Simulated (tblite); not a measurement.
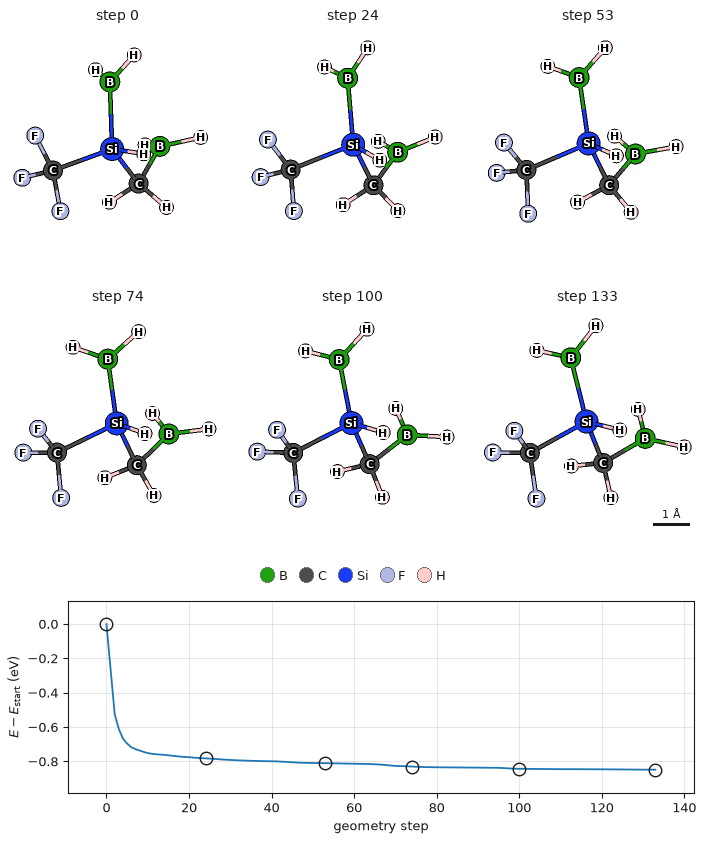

Frames of a relaxation of C$_{2}$H$_{7}$B$_{2}$F$_{3}$Si, marked on the history of the run. A ball-and-stick model, seen from a free direction.

Method: GFN2-xTB geometry optimisation, gas phase (tblite 0.8.0). 

What happens along the run?

Over 133 geometry steps the energy falls by 0.848 eV. The atom that moves furthest after the best rigid fit is an H atom (0.96 Å). By element the largest moves are H 0.96 Å, F 0.61 Å, B 0.56 Å, Si 0.29 Å, C 0.23 Å. Among the contacts that change: C–Si 1.852 → 1.971 Å, C–Si 1.869 → 1.927 Å, C–F 1.391 → 1.352 Å, B–C 1.584 → 1.546 Å. Bond angles that change, for instance: B–Si–H 107.3° → 122.1°, C–Si–C 113.8° → 102.1°, C–Si–H 107.0° → 99.2°. From step 0 to 24: an H atom moves most (0.22 Å), energy −0.781 eV. From step 24 to 53: an H atom moves most (0.39 Å), energy −0.028 eV. From step 53 to 74: an H atom moves most (0.40 Å), energy −0.019 eV. From step 74 to 100: an H atom moves most (0.30 Å), energy −0.013 eV. From step 100 to 133: an H atom moves most (0.28 Å), energy −0.005 eV.
